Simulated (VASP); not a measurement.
Here is the system:

```
CELL_PARAMETERS angstrom
      2.73290     0.00000     0.00000
      0.00000     2.73290     0.00000
      0.00000     0.00000     2.73290
ATOMIC_POSITIONS crystal
  Pd 0.00000 0.00000 0.00000
  C  0.50000 0.50000 0.50000
```

Method: PBEsol GGA, VASP's PBE PAW potentials (set 64) (plane waves; VASP). Numerical set-up: 520 eV cut-off, 15×15×15 Γ-centred mesh, tetrahedra with Blöchl corrections, potentials Pd C.

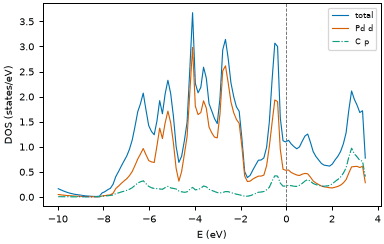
Total and projected density of states, zero at the Fermi level

Within 2 eV below the Fermi level the largest weight inside VASP's projection spheres is Pd d, then C p.

It has no gap at this level: it comes out as a metal or semimetal.

The structure was generated: PdC was put into the CsCl type type (Pm-3m), which need not be its known phase. It was relaxed first, which changed the volume by -7 %.
